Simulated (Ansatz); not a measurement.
```tsv
atom	x (Å)	y (Å)	z (Å)
Si	0.3822	-0.0571	-0.1026
H	0.4963	0.0058	1.3418
F	1.7728	0.1515	-0.8070
F	-0.5868	1.0521	-0.6546
F	-0.1722	-1.4530	-0.5573
Si	-2.7562	0.0634	1.3029
H	-2.9370	-0.7303	0.0748
H	-3.5747	-0.5143	2.3923
H	-3.1721	1.4541	1.0594
H	-1.3489	0.0279	1.7078
```

Not at a stationary point (largest force 0.8 eV/Å).

All numbers below come from Ansatz, RHF/6-31G*.

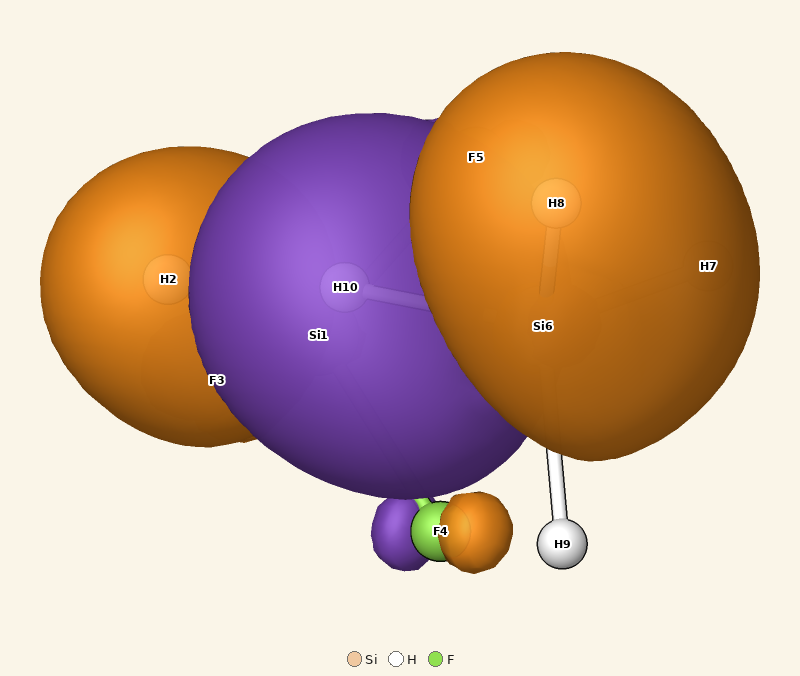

F$_{3}$HSi···SiH$_{4}$. The HOMO at ±0.1 Å⁻³ᐟ² (orange and purple are the two phases), seen at an oblique angle.

> Where does this orbital lie, and at what energy?

By Hirshfeld shares it lies mainly on Si6 (about 35 %), H10 (about 25 %), H8 (about 20 %), Si1 (about 10 %) and H2 (about 10 %). Its energy is −13.17 eV.
